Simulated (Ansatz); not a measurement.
Input file:

```
crystal:
  periodic: [false, false, false]
  atoms:
    - {symbol: Al, position_ang: [-0.016051, -0.051396, -0.022578]}
    - {symbol: F, position_ang: [-0.797270, -1.431054, -0.526829]}
    - {symbol: S, position_ang: [2.138927, -0.072737, 0.209361]}
    - {symbol: S, position_ang: [-1.171259, 1.735444, 0.390739]}
    - {symbol: H, position_ang: [2.223810, -1.367400, -0.173793]}
    - {symbol: H, position_ang: [-2.336058, 1.123142, 0.076901]}
basis:
  gaussian:
    orbitals: def2-TZVPD
total_charge: 0
hamiltonian:
  xc: {name: PBE0}
output: {forces: true, orbitals: {seedname: orbitals}}
```

Command:

```sh
ansatz run input.yaml --threads 2 --pin off --max-ram 5220MiB --events-out events.jsonl --progress --plain --runs-dir runs
```

Geometry: PBE0-D4/def2-SVP.

Theory: isolated molecule in a Gaussian basis; Kohn-Sham density functional theory, functional PBE0 (Ansatz).

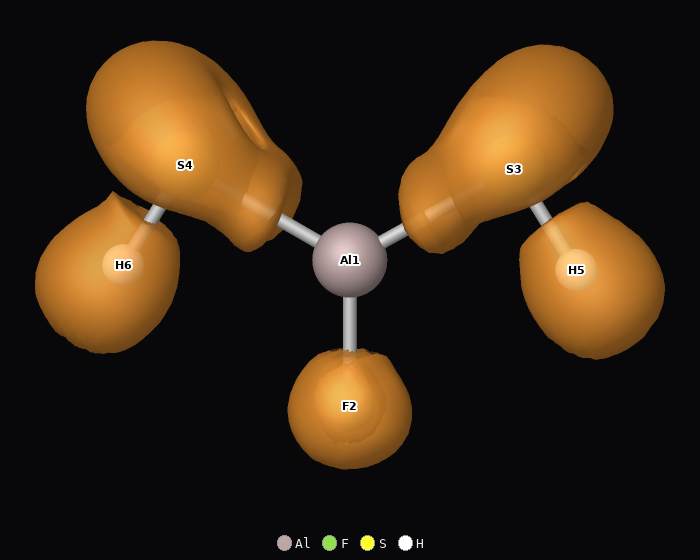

AlFH$_{2}$S$_{2}$. Isosurface of the ELF at 0.8 (orange), seen at a tilt. Only the valence region is drawn (cores and ρ < 0.01 e/Å³ removed).

Question: Describe the localisation domains.

Answer: The ELF exceeds this value in two regions around hydrogen nuclei, two regions on S in which the atom's valence shell and bonds are merged and one region wrapped around F (its valence shell). Profiles from the grid: Al–F (1.66 Å): the ELF peaks at about 0.85 in the valence shell of F, 0.6 Å from its nucleus, and is about 0.40 at the midpoint. Al–S (2.17 Å): the ELF peaks at about 0.90 in the valence shell of S, 1.0 Å from its nucleus, and is about 0.90 at the midpoint.
